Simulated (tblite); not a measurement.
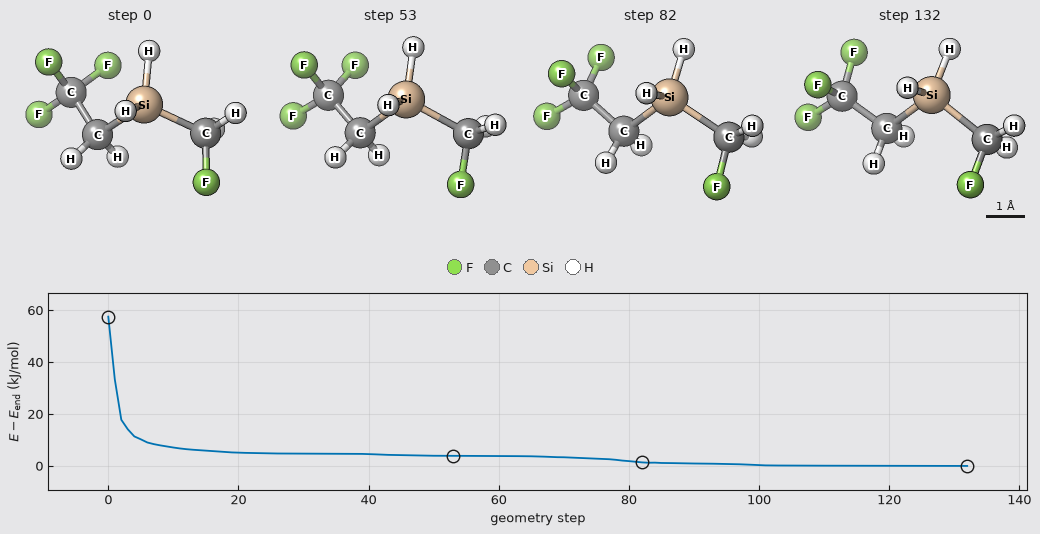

Frames of a relaxation of C₃H₆F₄Si, marked on the history of the run. A ball-and-stick model, seen at a tilt.

Computed with GFN2-xTB geometry optimisation, gas phase (tblite). 

> What happens along the run?

The atom that moves furthest after the best rigid fit is an F atom (1.00 Å). Largest moves by element: F 1.00 Å, H 0.78 Å, C 0.44 Å, Si 0.42 Å. Among the contacts that change: C–Si 1.847 → 1.918 Å, C–Si 1.866 → 1.912 Å, C–F 1.382 → 1.346 Å, C–H 1.123 → 1.091 Å. Among the angles between lasting bonds that change: F–C–F 114.5° → 106.1°, C–C–F 106.4° → 113.4°, Si–C–H 107.1° → 113.9°. Groups turn about C–Si by about 45°. After 132 geometry steps the energy has fallen by 57.6 kJ/mol. From step 0 to 53: an H atom moves most (0.43 Å), energy −53.7 kJ/mol. From step 53 to 82: F and H atoms move most (0.47 Å), energy −2.52 kJ/mol. From step 82 to 132: an F atom moves most (0.36 Å), energy −1.37 kJ/mol.
